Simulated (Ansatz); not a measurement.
# InCl (SMILES [Cl][In]) at 6 levels

We compute a comparison of 6 runs (BHLYP/STO-3G, HSE06/STO-3G, UB3LYP/STO-3G, UPBE0/STO-3G, CCSDTQ/STO-3G, CCSD(T)/STO-3G) of InCl. 

The calculation is run with Ansatz 0.2.0.

47 further runs of the same task are left out: 4 that didn't finish, 43 set aside as unsound or not needed.

**1. The molecule**

The species is InCl (2 atoms), meant as a singlet with charge 0. As SMILES, `[Cl][In]`. The In2–Cl1 distance was set to 3.620 Å, away from the relaxed value.

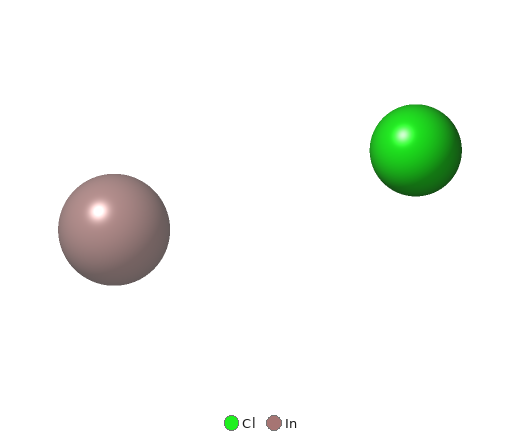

The structure, seen from a chosen angle (chlorine green, indium brown).

**2. The energy at BHLYP/STO-3G (run 1)**

job.yaml

```yaml
crystal:
  periodic: [false, false, false]
  atoms:
    - {symbol: Cl, position_ang: [0.000000, -0.000000, -1.220710]}
    - {symbol: In, position_ang: [-0.000000, 0.000000, 2.399590]}
basis:
  gaussian:
    orbitals: STO-3G
hamiltonian:
  xc: {name: BHLYP}
accuracy: high
```

Command:

```
$ ansatz run job.yaml --threads 1 --pin off --max-ram 3480MiB --events-out events.jsonl --progress --plain --runs-dir runs
```

What it wrote:

```text
Warning: RAYON_NUM_THREADS=1 ignored (pool sized by the plan → 1); use --threads N
Functional definition: BHLYP
  name "BHLYP"
  parameter a = 0.5
  exchange = (1 - a)*b88_x + a*exact_x
  correlation = lyp_c
613 factors; integrals over basis functions are off by at most 1.3e-8 eV
mean field evaluation 1: about -167080.9892 eV, gradient 5.8e0 eV
mean field evaluation 2: about -166989.1040 eV, gradient 1.5e2 eV
mean field evaluation 4: about -167082.2165 eV, gradient 7.5e-1 eV
mean field evaluation 8: about -167082.2337 eV, gradient 1.0e-2 eV
mean field evaluation 16: about -167082.2337 eV, gradient 8.7e-7 eV
mean field -167082.23367541 eV, -6140.1588351658 hartree, gradient 2.5e-8 eV, S^2 0.000000; 0 other end points of the search recorded, 0 dependent functions left out
reference -167082.23369469 eV, -6140.1588358741 hartree; 33, 33 occupied and 3, 3 virtual orbitals, 613 factors
Total energy: -167082.23369469 eV, -6140.1588358741 hartree
```

Wall time 0.68 s (1 thread of AMD EPYC 9R45 (Zen 5), shared host); peak memory 0.13 GiB.

**3. A single-point energy at HSE06/STO-3G (run 2)**

in.yaml

```yaml
crystal:
  periodic: [false, false, false]
  atoms:
    - {symbol: Cl, position_ang: [0.000000, -0.000000, -1.220710]}
    - {symbol: In, position_ang: [-0.000000, 0.000000, 2.399590]}
basis:
  gaussian:
    orbitals: STO-3G
accuracy: high
hamiltonian:
  xc: {name: HSE06}
```

Command:

```
$ ansatz run in.yaml --threads 1 --pin off --max-ram 3480MiB --events-out events.jsonl --progress --plain --runs-dir runs
```

What it wrote:

```text
Warning: RAYON_NUM_THREADS=1 ignored (pool sized by the plan → 1); use --threads N
Functional definition: HSE06
  name "HSE06"
  parameter a = 0.25
  parameter omega = 0.11/bohr
  exchange = pbe_x - a*pbe_x_sr(omega) + a*exact_x_sr(omega)
  correlation = pbe_c
613 factors; integrals over basis functions are off by at most 1.3e-8 eV
52 factors; integrals over basis functions are off by at most 8.0e-10 eV
mean field evaluation 1: about -167064.4197 eV, gradient 6.2e0 eV
mean field evaluation 2: about -166855.5013 eV, gradient 9.0e1 eV
mean field evaluation 4: about -166928.0443 eV, gradient 1.5e2 eV
mean field evaluation 8: about -167065.9777 eV, gradient 8.4e-2 eV
mean field -167065.97790495 eV, -6139.5614466198 hartree, gradient 7.2e-9 eV, S^2 0.000000; 0 other end points of the search recorded, 0 dependent functions left out
reference -167065.97790679 eV, -6139.5614466875 hartree; 33, 33 occupied and 3, 3 virtual orbitals, 613 factors
Total energy: -167065.97790679 eV, -6139.5614466875 hartree
```

Run time: 0.86 s. Hardware: 1 thread of AMD EPYC 9R45 (Zen 5), shared host; peak memory 0.13 GiB.

Runs 3 to 4 aren't shown in full; the table further down has their settings and results.

**4. A single-point energy at CCSDTQ/STO-3G (run 5)**

job.yaml

```yaml
basis:
  gaussian:
    orbitals: STO-3G
crystal:
  periodic: [false, false, false]
  atoms:
    - {symbol: Cl, position_ang: [0.000000, -0.000000, -1.220710]}
    - {symbol: In, position_ang: [-0.000000, 0.000000, 2.399590]}
correlation:
  method: ccsdtq
  frozen_orbitals: {Cl: 5, In: 18}
accuracy: high
scf:
  omitted_lower_state_checks: [cluster_reference, increment]
```

Command:

```
$ ansatz run job.yaml --threads 1 --pin off --max-ram 3480MiB --events-out events.jsonl --progress --plain --runs-dir runs
```

What it wrote:

```text
Warning: RAYON_NUM_THREADS=1 ignored (pool sized by the plan → 1); use --threads N
[... 11 lines left out ...]
23 core orbitals not correlated: weight in the atoms' cores, before any rotation towards them, 1.000 or more for the frozen orbitals, at most 0.000 for the correlated occupied ones
[... 61 lines left out ...]
Total energy: -167007.96786000 eV, -6137.4296167885 hartree
Checks for a lower state left out: cluster_reference, increment
```

It took 15 s on 1 thread of AMD EPYC 9R45 (Zen 5), shared host; peak memory 0.67 GiB.

**5. The energy at CCSD(T)/STO-3G (run 6)**

run.yaml

```yaml
crystal:
  periodic: [false, false, false]
  atoms:
    - {symbol: Cl, position_ang: [0.000000, -0.000000, -1.220710]}
    - {symbol: In, position_ang: [-0.000000, 0.000000, 2.399590]}
basis:
  gaussian:
    orbitals: STO-3G
correlation:
  method: ccsd_t
  frozen_orbitals: {Cl: 5, In: 18}
accuracy: high
scf:
  omitted_lower_state_checks: [cluster_reference, increment]
```

Command:

```
$ ansatz run run.yaml --threads 1 --pin off --max-ram 3480MiB --events-out events.jsonl --progress --plain --runs-dir runs
```

What it wrote:

```text
Warning: RAYON_NUM_THREADS=1 ignored (pool sized by the plan → 1); use --threads N
[... 11 lines left out ...]
23 core orbitals not correlated: weight in the atoms' cores, before any rotation towards them, 1.000 or more for the frozen orbitals, at most 0.000 for the correlated occupied ones
[... 27 lines left out ...]
Total energy: -167007.96831315 eV, -6137.4296334417 hartree
Checks for a lower state left out: cluster_reference, increment
```

Run time: 0.34 s. Hardware: 1 thread of AMD EPYC 9R45 (Zen 5), shared host.

**6. The series**

| run | level | frozen core orbitals | energy (Eh) | wall time |
| --- | --- | --- | --- | --- |
| 1 | BHLYP/STO-3G | – | -6140.158836 | 0.68 s |
| 2 | HSE06/STO-3G | – | -6139.561447 | 0.86 s |
| 3 | UB3LYP/STO-3G | – | -6139.944432 | 1.1 s |
| 4 | UPBE0/STO-3G | – | -6139.548291 | 1.1 s |
| 5 | CCSDTQ/STO-3G | 23 | -6137.429617 | 15 s |
| 6 | CCSD(T)/STO-3G | 23 | -6137.429633 | 0.34 s |

**7. Summary of results**

```
                                           quantity           value
                                run 6: total energy  -6137.42963 Eh
run 6: correlation energy (23 core orbitals frozen)       -41.5 mEh
                              run 6: (T) correction       -0.41 mEh
                               run 6: T1 diagnostic           0.016
```

In words: Totals of different functionals can't be ranked against each other. In runs 1, 2, 3, 4, 5, 6 the basis is minimal, so the values are rough. In runs 1, 2, 3, 4, 5, 6 relativity is left out where basis or elements ask for it. All runs together took 19 s, the longest 15 s.
